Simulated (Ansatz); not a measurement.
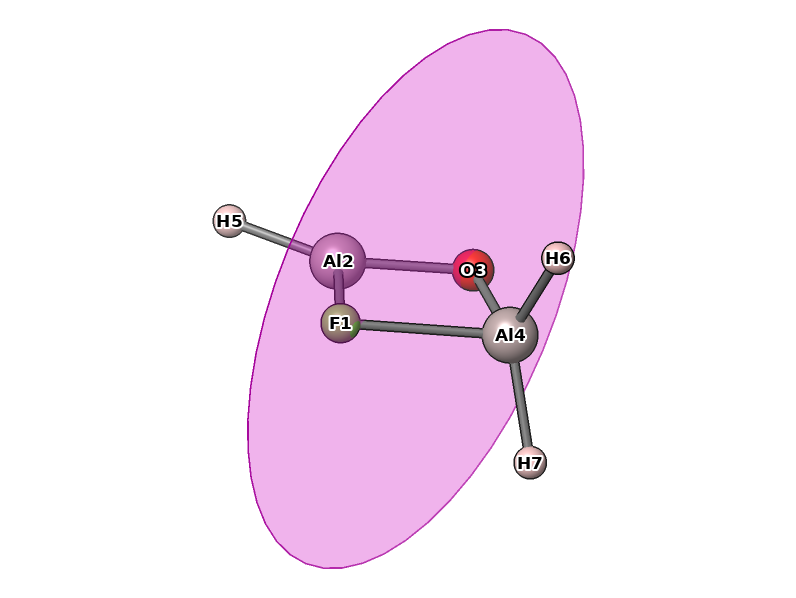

A disc through the centre of mass is drawn in. Distant atoms are faded towards the background colour. The computed structure is the end point of a PBE-D4/def2-SVP optimisation. No frequency run is at hand to confirm it as a minimum.

### Is the plane of the disc a mirror plane of the structure?

No. The point group is Cs, with 1 mirror plane, and this plane isn't one of its mirror planes.
